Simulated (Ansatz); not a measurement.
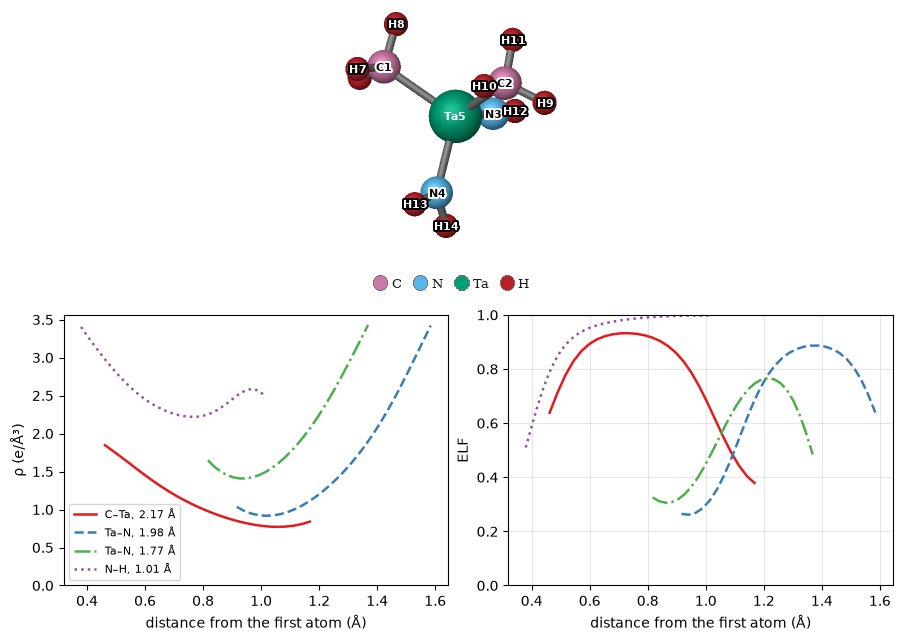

Figure. C2H9N2Ta. Electron density and electron localisation function along straight lines between neighbouring atoms. The curves leave out the atomic cores. The structure is drawn too.

Geometry: PBE0-D4/def2-SVP; core potentials replace the inner electrons of Ta.

Level of theory: isolated molecule in a Gaussian basis; Kohn-Sham density functional theory, functional PBE0 (Ansatz).

```yaml
atoms:
  - { symbol: C, position_ang: [-1.8635, -0.4593, -0.5828] }
  - { symbol: C, position_ang: [1.2009, -1.2290, 1.0358] }
  - { symbol: N, position_ang: [-0.2571, 1.6017, 1.2502] }
  - { symbol: N, position_ang: [1.0535, 1.1469, -1.4473] }
  - { symbol: Ta, position_ang: [0.0541, 0.3365, 0.0584] }
  - { symbol: H, position_ang: [-2.5568, 0.3093, -0.9622] }
  - { symbol: H, position_ang: [-1.7315, -1.2165, -1.3795] }
  - { symbol: H, position_ang: [-2.3638, -0.9542, 0.2702] }
  - { symbol: H, position_ang: [2.1281, -0.8672, 1.5099] }
  - { symbol: H, position_ang: [1.4782, -2.0243, 0.3174] }
  - { symbol: H, position_ang: [0.5905, -1.6946, 1.8318] }
  - { symbol: H, position_ang: [-0.4467, 2.3107, 1.9468] }
  - { symbol: H, position_ang: [1.3441, 0.6014, -2.2581] }
  - { symbol: H, position_ang: [1.3570, 2.1091, -1.5619] }
```

What can be read from the curves?

C–Ta (2.17 Å): ρ at the midpoint is about 0.78 e/Å³; the ELF peaks at about 0.95 in the valence shell of C, 0.7 Å from its nucleus, and is about 0.50 at the midpoint.
Ta–N (1.98 Å): ρ is about 0.93 e/Å³ halfway; the ELF peaks at about 0.90 in the valence shell of N, 0.6 Å from its nucleus, and is about 0.30 at the midpoint.
Ta–N (1.77 Å): ρ at the midpoint is about 1.5 e/Å³; the ELF peaks at about 0.75 in the valence shell of N, 0.6 Å from its nucleus, and drops to about 0.30 between the two atoms.
N–H (1.01 Å): ρ at the midpoint is about 2.8 e/Å³; the ELF climbs to about 1 towards the hydrogen, as it does in any bond to H: a covalent bond by its length.
